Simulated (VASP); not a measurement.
Band structure of SiC (relaxed from the NiAs structure, space group P6_3/mmc). Calculation: r2SCAN meta-GGA, VASP's PBE PAW potentials (set 64) (plane waves; VASP).

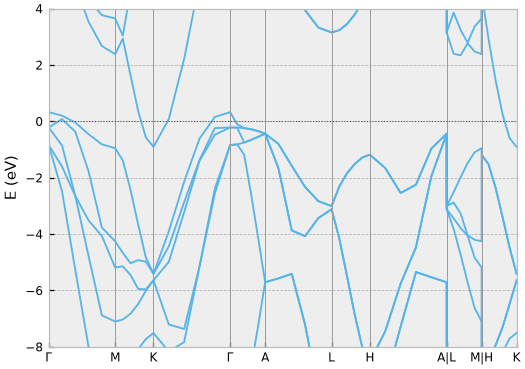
Bands along high-symmetry lines, zero at the valence-band maximum or, without a gap, the Fermi level

Q: Read the plot: is there a gap, and where are the band edges?

A: It has no gap at this level: it comes out as a metal or semimetal.

The structure was generated: SiC was put into the NiAs type (P6_3/mmc), which need not be its known phase. It was relaxed first, which changed the volume by -32 %.
